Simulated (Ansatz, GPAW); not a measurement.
# Screening of a field by Ta2N(OH)2 MXene monolayer, part 2 of 3

Wanted: the out-of-plane polarisability of Ta2N(OH)2 MXene monolayer.

GPAW 26.7.0 and Ansatz 0.2.0; Ansatz plane waves; layer without images along its normal, relaxation of atoms and in-plane cell (the session's first sound run).

So far. Step 2 (Relaxation): The relaxation lowered the energy of the cell by 0.757 eV.

### Step 3. Plane waves, PBE

With the geometry fixed, the planar mean of the potential gives the vacuum level on each side.

This step: GPAW, PAW setups; slab in vacuum (GPAW 26.7.0).

The cell differs from the one that the last finished run ended in (c 37.563 → 22.561 Å).

The input, run.py:

```python
import json
import numpy as np
from ase import Atoms
from gpaw import GPAW, PW

slab = Atoms(
    ['H', 'O', 'Ta', 'N', 'Ta', 'O', 'H'],
    positions=[
        [-0.00000, 1.90232, 8.00000],
        [-0.00000, 1.90232, 8.97995],
        [1.64746, 0.95116, 10.26316],
        [-0.00000, 0.00000, 11.28044],
        [-0.00000, 1.90232, 12.29773],
        [1.64746, 0.95116, 13.58094],
        [1.64746, 0.95116, 14.56089]],
    cell=[[3.29492, 0.0, 0.0], [-1.64746, 2.85348, -0.0], [0.0, -0.0, 22.5609]],
    pbc=[True, True, False],
    magmoms=[0.0, 0.0, 1.0, 0.0, 1.0, 0.0, 0.0])

slab.calc = GPAW(mode=PW(500), xc='PBE', kpts={'size': (12, 12, 1), 'gamma': True},
                 occupations={'name': 'fermi-dirac', 'width': 0.05}, nbands='140%',
                 convergence={'density': 1e-05}, maxiter=200,
                 poissonsolver={'dipolelayer': 'xy'},
                 symmetry={'tolerance': 1e-3}, txt='slab.txt')
result = {}
energy = slab.get_potential_energy()
fermi = slab.calc.get_fermi_level()
v = slab.calc.get_electrostatic_potential().mean((0, 1)) - fermi
n = slab.calc.get_pseudo_density().mean((0, 1))
L = slab.cell[2, 2]
z = np.arange(len(v)) * L / len(v)
low, high = slab.positions[:, 2].min(), slab.positions[:, 2].max()
below, above = np.interp([low - 5.8, high + 5.8], z, v)
slopes = [np.interp(x, z, np.gradient(v, z)) for x in (low - 5.8, high + 5.8)]
eps = np.array([[slab.calc.get_eigenvalues(k, s) for k in range(len(slab.calc.get_ibz_k_points()))]
                for s in range(slab.calc.get_number_of_spins())]) - fermi
top, bottom = eps[eps < 0].max(), eps[eps > 0].min()
dipole = slab.get_dipole_moment()[2]
print(f'energy {energy:.4f} eV, Fermi level {fermi:.4f} eV, dipole {dipole:.5f} e A')
print(f'potential 5.8 A off the faces, from the Fermi level: lower {below:.4f} eV, upper {above:.4f} eV')
print(f'slope of the potential there: lower {slopes[0]:.5f}, upper {slopes[1]:.5f} eV/A')
print(f'nearest levels on the mesh: {top:.4f} and {bottom:.4f} eV')
print('magnetic moment', round(slab.get_magnetic_moment(), 3))
result.update(energy=energy, fermi=fermi, dipole=dipole, below=below, above=above, slopes=slopes, edges=[top, bottom],
              z=z.tolist(), v=v.tolist(), n=n.tolist(), positions=slab.positions.tolist(),
              forces=slab.get_forces(apply_constraint=False).tolist(), moments=slab.get_magnetic_moments().tolist())
json.dump(result, open('result.json', 'w'))
```

Launch:

```sh
> OMP_NUM_THREADS=1 OPENBLAS_NUM_THREADS=1 python run.py
```

What it wrote:

```text
energy -50.7299 eV, Fermi level 1.8084 eV, dipole -0.00020 e A
potential 5.8 A off the faces, from the Fermi level: lower 2.5269 eV, upper 2.5305 eV
slope of the potential there: lower -0.00221, upper 0.00221 eV/A
nearest levels on the mesh: -0.0630 and 0.0129 eV
magnetic moment 0.0
```

Run time: 3.7 min. Hardware: 1 thread of Arm Neoverse V1, shared host; peak memory 0.38 GiB.

Numbers from this step:

| Property | Result |
| --- | --- |
| dipole along the normal | -1.96e-4 e·Å |
| levels nearest the Fermi level on the mesh | -0.06299, 0.01294 eV from the Fermi level |
| upper work function | 2.530 eV |
| lower work function | 2.527 eV |
| sum of the site moments | 0 μB |

The electrostatic potential energy of an electron (without an applied field's), less the Fermi level, planar mean oscillates, so the rows of the table below give means over windows of 1.5 Å about each position, cut where the curve ends. Its maxima inside the range that stand out by 2 % of the span (Å: eV): 8.3: -0.635, 9.4: -7.55, 10.9: -13.5, 11.7: -13.5, 13.2: -7.55, 14.3: -0.631. Its minima: 8.0: -1.35, 9.0: -10.6, 10.2: -22.9, 11.3: -16.6, 12.3: -22.9, 13.5: -10.6, 14.6: -1.35.

Table of electrostatic potential energy of an electron (without an applied field's), less the Fermi level, planar mean by z; means over each step:

```tsv
z (Å)	electrostatic potential energy of an electron (without an applied field's), less the Fermi level, planar mean (eV)
0.75	2.53
2.25	2.53
3.75	2.52
5.25	2.41
6.75	1.67
8.25	-2.55
9.75	-14.6
11.25	-15.5
12.75	-15.0
14.25	-2.98
15.75	1.61
17.25	2.41
18.75	2.52
20.25	2.53
21.75	2.53
```

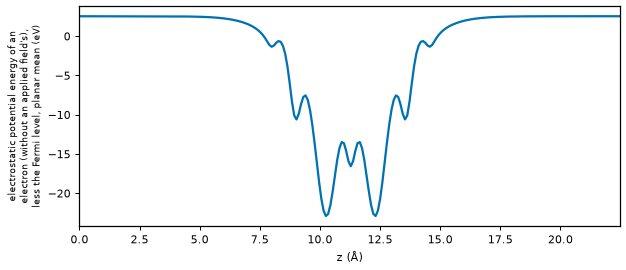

Electrostatic potential energy of an electron (without an applied field's), less the Fermi level, planar mean against z.

The pseudo valence density, planar mean oscillates, so the rows of the table below give means over windows of 1.32 Å about each position, cut where the curve ends. Its maxima inside the range that stand out by 2 % of the span (Å: e/Å³): 9.0: 0.826, 10.3: 1.27, 11.3: 0.822, 12.2: 1.27, 13.5: 0.826. Its minima: 9.6: 0.499, 10.9: 0.791, 11.7: 0.791, 13.0: 0.499.

Table of pseudo valence density, planar mean by z; means over each step:

```tsv
z (Å)	pseudo valence density, planar mean (e/Å³)
3.30	7.5e-5
4.62	5.1e-4
5.94	0.00269
7.26	0.0305
8.58	0.461
9.90	0.857
11.22	0.835
12.54	0.887
13.86	0.507
15.18	0.0421
16.50	0.00312
17.82	6.0e-4
19.14	9.0e-5
```

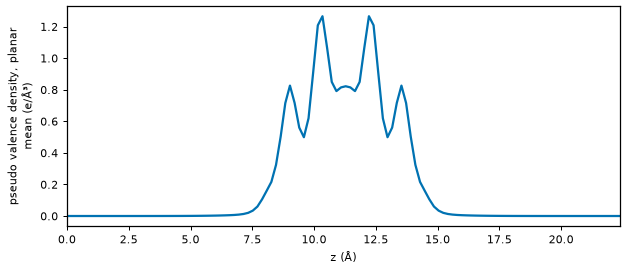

Pseudo valence density, planar mean against z.

Force by atom:

```tsv
atom	x (eV/Å)	y (eV/Å)	z (eV/Å)	size
H1	0.000	0.000	-0.177	0.177
O2	0.000	0.000	0.207	0.207
Ta3	0.000	0.000	-0.116	0.116
N4	0.000	0.000	0.000	0.000
Ta5	0.000	0.000	0.116	0.116
O6	0.000	0.000	-0.207	0.207
H7	0.000	0.000	0.177	0.177
```

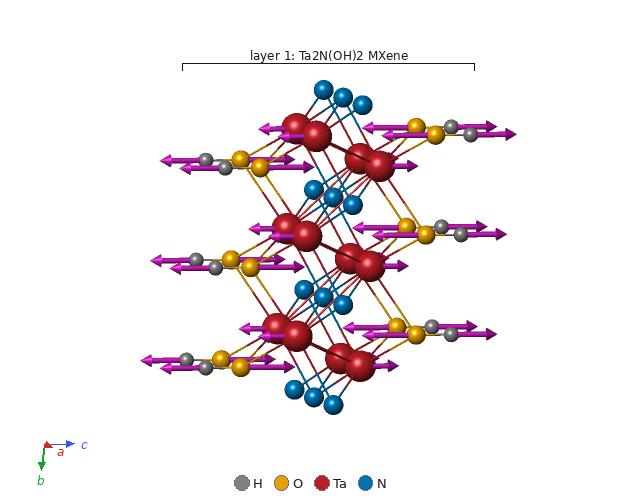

Force as arrows, the longest 0.207 eV/Å. 2×3×1 cells are drawn. Some periodic images of atoms are drawn too.

The potential is flat to 0.002 eV/Å where it is read, so the vacuum is wide enough. The geometry is the other program's minimum; here the largest force on a free atom is 0.21 eV/Å.

### Step 4. In a field

A uniform field along the normal polarises the slab; the atoms stay fixed, so this is the electronic response alone.

run.py, as its differences from that of step 3:

```diff
@@ -4,2 +4,3 @@
 from gpaw import GPAW, PW
+from gpaw.external import ConstantElectricField
 
@@ -23,2 +24,3 @@
                  poissonsolver={'dipolelayer': 'xy'},
+                 external=ConstantElectricField(-0.2, [0, 0, 1]),
                  symmetry={'tolerance': 1e-3}, txt='slab.txt')
```

What it wrote:

```text
energy -50.7423 eV, Fermi level 1.7948 eV, dipole -0.12337 e A
potential 5.8 A off the faces, from the Fermi level: lower 1.3723 eV, upper 3.7450 eV
slope of the potential there: lower -0.00154, upper 0.00429 eV/A
nearest levels on the mesh: -0.0666 and 0.0143 eV
magnetic moment -0.0
```

It took 15 min on 1 thread; peak memory 0.84 GiB.

This step gave:

```yaml
dipole_along_the_normal: -0.1234 e·Å
levels_nearest_the_fermi_level_on_the_mesh: -0.06663, 0.01429 eV from the Fermi level
potential_below_the_slab_the_applied_field_s_own_ramp_left_out: 1.372 eV from the Fermi level
potential_above_the_slab_the_applied_field_s_own_ramp_left_out: 3.745 eV from the Fermi level
```

The electrostatic potential energy of an electron (without an applied field's), less the Fermi level, planar mean oscillates, so the rows of the table below give means over windows of 2.5 Å about each position, cut where the curve ends. Its maxima inside the range that stand out by 2 % of the span (Å: eV): 8.3: -1.28, 9.4: -7.94, 10.9: -13.6, 11.7: -13.4, 13.2: -7.16, 14.3: 0.00378, 22.0: 3.75. Its minima: 8.0: -2.06, 9.0: -11.1, 10.2: -23.1, 11.3: -16.6, 12.3: -22.7, 13.5: -10.1, 14.6: -0.648.

Table of electrostatic potential energy of an electron (without an applied field's), less the Fermi level, planar mean by z; means over each step:

```tsv
z (Å)	electrostatic potential energy of an electron (without an applied field's), less the Fermi level, planar mean (eV)
0.0	1.55
2.5	1.37
5.0	1.30
7.5	-0.675
10.0	-14.6
12.5	-14.3
15.0	0.715
17.5	3.57
20.0	3.74
```

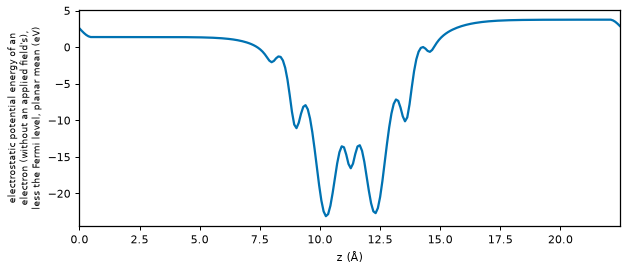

Electrostatic potential energy of an electron (without an applied field's), less the Fermi level, planar mean, plotted against z.

Force by atom:

```tsv
atom	x (eV/Å)	y (eV/Å)	z (eV/Å)	size
H1	0.000	0.000	-0.141	0.141
O2	0.000	0.000	0.149	0.149
Ta3	0.000	0.000	-0.086	0.086
N4	0.000	0.000	-0.018	0.018
Ta5	0.000	0.000	0.140	0.140
O6	0.000	0.000	-0.256	0.256
H7	0.000	0.000	0.208	0.208
```

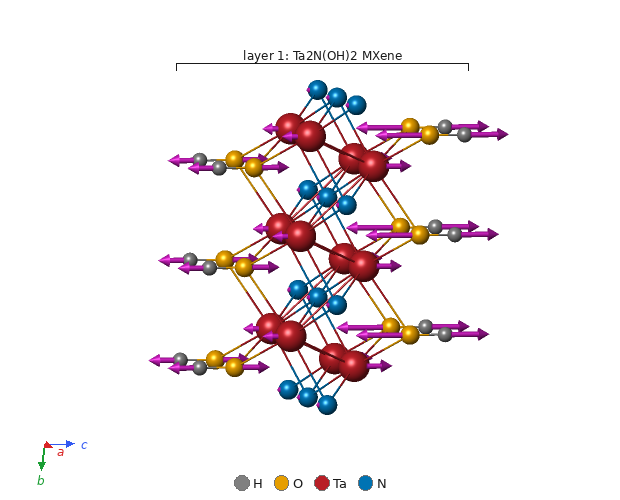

Force as arrows, the longest 0.256 eV/Å. 2×3×1 cells are drawn. Some periodic images of atoms are drawn too.

The dipole is now -0.123 e Å, against -2.0e-4 in the run without a field.

### Step 5. In a field

run.py, as its differences from that of step 4:

```diff
@@ -24,3 +24,3 @@
                  poissonsolver={'dipolelayer': 'xy'},
-                 external=ConstantElectricField(-0.2, [0, 0, 1]),
+                 external=ConstantElectricField(-0.1, [0, 0, 1]),
                  symmetry={'tolerance': 1e-3}, txt='slab.txt')
```

What it wrote:

```text
energy -50.7330 eV, Fermi level 1.8052 eV, dipole -0.06156 e A
potential 5.8 A off the faces, from the Fermi level: lower 1.9437 eV, upper 3.1278 eV
slope of the potential there: lower -0.00178, upper 0.00296 eV/A
nearest levels on the mesh: -0.0639 and 0.0133 eV
magnetic moment 0.0
```

Elapsed: 15 min, on 1 thread; peak memory 0.85 GiB.

This step gave:

```
dipole along the normal                                         : -0.06156 e·Å
levels nearest the Fermi level on the mesh                      : -0.06394, 0.01328 eV from the Fermi level
potential below the slab, the applied field's own ramp left out : 1.944 eV from the Fermi level
potential above the slab, the applied field's own ramp left out : 3.128 eV from the Fermi level
```

The electrostatic potential energy of an electron (without an applied field's), less the Fermi level, planar mean oscillates, so the rows of the table below give means over windows of 1.5 Å about each position, cut where the curve ends. Its maxima inside the range that stand out by 2 % of the span (Å: eV): 8.3: -0.954, 9.4: -7.74, 10.9: -13.5, 11.7: -13.5, 13.2: -7.36, 14.3: -0.313. Its minima: 8.0: -1.71, 9.0: -10.8, 10.2: -23.0, 11.3: -16.6, 12.3: -22.8, 13.5: -10.4, 14.6: -0.999.

Table of electrostatic potential energy of an electron (without an applied field's), less the Fermi level, planar mean by z; means over each step:

```tsv
z (Å)	electrostatic potential energy of an electron (without an applied field's), less the Fermi level, planar mean (eV)
0.75	2.02
2.25	1.94
3.75	1.93
5.25	1.85
6.75	1.19
8.25	-2.87
9.75	-14.7
11.25	-15.5
12.75	-14.8
14.25	-2.66
15.75	2.08
17.25	2.98
18.75	3.11
20.25	3.13
21.75	3.09
```

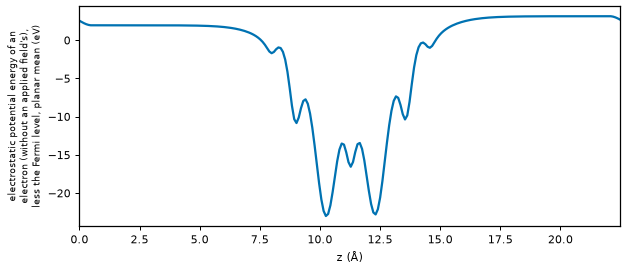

Electrostatic potential energy of an electron (without an applied field's), less the Fermi level, planar mean, plotted against z.

Force by atom:

```tsv
atom	x (eV/Å)	y (eV/Å)	z (eV/Å)	size
H1	0.000	0.000	-0.160	0.160
O2	0.000	0.000	0.179	0.179
Ta3	0.000	0.000	-0.102	0.102
N4	0.000	0.000	-0.009	0.009
Ta5	0.000	0.000	0.129	0.129
O6	0.000	0.000	-0.233	0.233
H7	0.000	0.000	0.193	0.193
```

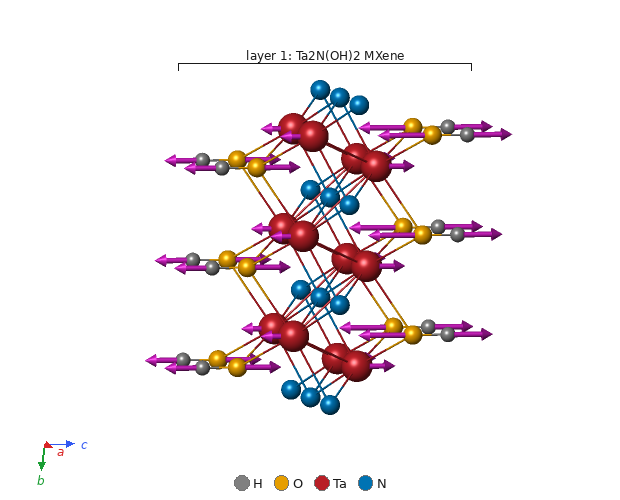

Force as arrows, the longest 0.233 eV/Å. 2×3×1 cells are drawn. Some periodic images of atoms are drawn too.

The dipole is now -0.0616 e Å, against -2.0e-4 in the run without a field.

### Step 6. In a field

run.py, as its differences from that of step 5:

```diff
@@ -24,3 +24,3 @@
                  poissonsolver={'dipolelayer': 'xy'},
-                 external=ConstantElectricField(-0.1, [0, 0, 1]),
+                 external=ConstantElectricField(-0.05, [0, 0, 1]),
                  symmetry={'tolerance': 1e-3}, txt='slab.txt')
```

What it wrote:

```text
energy -50.7307 eV, Fermi level 1.8075 eV, dipole -0.03076 e A
potential 5.8 A off the faces, from the Fermi level: lower 2.2347 eV, upper 2.8265 eV
slope of the potential there: lower -0.00196, upper 0.00253 eV/A
nearest levels on the mesh: -0.0632 and 0.0131 eV
magnetic moment -0.0
```

The job ended after 15 min (1 thread; peak memory 0.85 GiB).

### Step 7. In a field

run.py, as its differences from that of step 6:

```diff
@@ -24,3 +24,3 @@
                  poissonsolver={'dipolelayer': 'xy'},
-                 external=ConstantElectricField(-0.05, [0, 0, 1]),
+                 external=ConstantElectricField(0.05, [0, 0, 1]),
                  symmetry={'tolerance': 1e-3}, txt='slab.txt')
```

What it wrote:

```text
energy -50.7307 eV, Fermi level 1.8075 eV, dipole 0.03076 e A
potential 5.8 A off the faces, from the Fermi level: lower 2.8265 eV, upper 2.2347 eV
slope of the potential there: lower -0.00253, upper 0.00196 eV/A
nearest levels on the mesh: -0.0632 and 0.0131 eV
magnetic moment -0.0
```

Wall time 15 min (1 thread); peak memory 0.84 GiB.

The electrostatic potential energy of an electron (without an applied field's), less the Fermi level, planar mean oscillates, so the rows of the table below give means over windows of 1.5 Å about each position, cut where the curve ends. Its maxima inside the range that stand out by 2 % of the span (Å: eV): 8.3: -0.473, 9.4: -7.45, 10.9: -13.5, 11.7: -13.5, 13.2: -7.65, 14.3: -0.794. Its minima: 8.0: -1.18, 9.0: -10.5, 10.2: -22.9, 11.3: -16.6, 12.3: -23.0, 13.5: -10.7, 14.6: -1.53.

Table of electrostatic potential energy of an electron (without an applied field's), less the Fermi level, planar mean by z; means over each step:

```tsv
z (Å)	electrostatic potential energy of an electron (without an applied field's), less the Fermi level, planar mean (eV)
0.75	2.79
2.25	2.83
3.75	2.81
5.25	2.70
6.75	1.92
8.25	-2.38
9.75	-14.5
11.25	-15.5
12.75	-15.0
14.25	-3.14
15.75	1.36
17.25	2.12
18.75	2.22
20.25	2.23
21.75	2.26
```

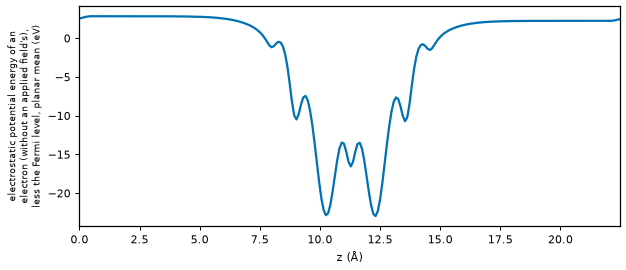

Electrostatic potential energy of an electron (without an applied field's), less the Fermi level, planar mean, plotted against z.

### Step 8. Field on

run.py, as its differences from that of step 7:

```diff
@@ -24,3 +24,3 @@
                  poissonsolver={'dipolelayer': 'xy'},
-                 external=ConstantElectricField(0.05, [0, 0, 1]),
+                 external=ConstantElectricField(0.1, [0, 0, 1]),
                  symmetry={'tolerance': 1e-3}, txt='slab.txt')
```

What it wrote:

```text
energy -50.7330 eV, Fermi level 1.8052 eV, dipole 0.06156 e A
potential 5.8 A off the faces, from the Fermi level: lower 3.1278 eV, upper 1.9437 eV
slope of the potential there: lower -0.00296, upper 0.00177 eV/A
nearest levels on the mesh: -0.0639 and 0.0133 eV
magnetic moment 0.0
```

Elapsed: 15 min, on 1 thread; peak memory 0.85 GiB.

The electrostatic potential energy of an electron (without an applied field's), less the Fermi level, planar mean oscillates, so the rows of the table below give means over windows of 1.5 Å about each position, cut where the curve ends. Its maxima inside the range that stand out by 2 % of the span (Å: eV): 0.6: 3.13, 8.3: -0.313, 9.4: -7.36, 10.9: -13.5, 11.7: -13.5, 13.2: -7.74, 14.3: -0.954. Its minima: 8.0: -0.999, 9.0: -10.4, 10.2: -22.8, 11.3: -16.6, 12.3: -23.0, 13.5: -10.8, 14.6: -1.71.

The electrostatic potential energy of an electron (without an applied field's), less the Fermi level, planar mean by z; means over each step:

```tsv
z (Å)	electrostatic potential energy of an electron (without an applied field's), less the Fermi level, planar mean (eV)
0.75	3.05
2.25	3.13
3.75	3.11
5.25	2.99
6.75	2.16
8.25	-2.22
9.75	-14.4
11.25	-15.5
12.75	-15.1
14.25	-3.30
15.75	1.12
17.25	1.84
18.75	1.93
20.25	1.94
21.75	1.99
```

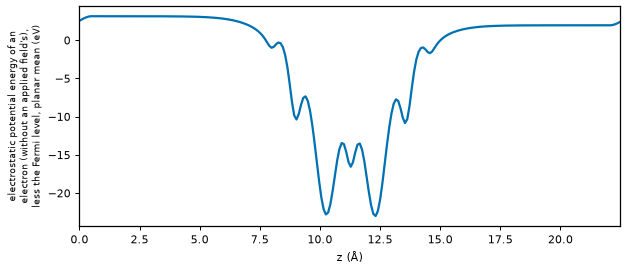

Electrostatic potential energy of an electron (without an applied field's), less the Fermi level, planar mean, plotted against z.

The dipole is now 0.0616 e Å, against -2.0e-4 in the run without a field.

### Step 9. Field on

run.py, as its differences from that of step 8:

```diff
@@ -24,3 +24,3 @@
                  poissonsolver={'dipolelayer': 'xy'},
-                 external=ConstantElectricField(0.1, [0, 0, 1]),
+                 external=ConstantElectricField(0.2, [0, 0, 1]),
                  symmetry={'tolerance': 1e-3}, txt='slab.txt')
```

What it wrote:

```text
energy -50.7423 eV, Fermi level 1.7948 eV, dipole 0.12337 e A
potential 5.8 A off the faces, from the Fermi level: lower 3.7450 eV, upper 1.3723 eV
slope of the potential there: lower -0.00429, upper 0.00154 eV/A
nearest levels on the mesh: -0.0666 and 0.0143 eV
magnetic moment -0.0
```

It took 15 min on 1 thread; peak memory 0.84 GiB.

The dipole is now 0.123 e Å, against -2.0e-4 in the run without a field.

(Part 2 of 3 ends here.)

[Logs are printed without paths, hosts, clocks, repeated set-up lines and the standing remarks that a program may print on its own settings, such as how far it seeks lower states.]

[Hosts, paths, dates, database ids (printed as entryN), source tags and the programs' standing remarks are cut or masked in the printed files.]
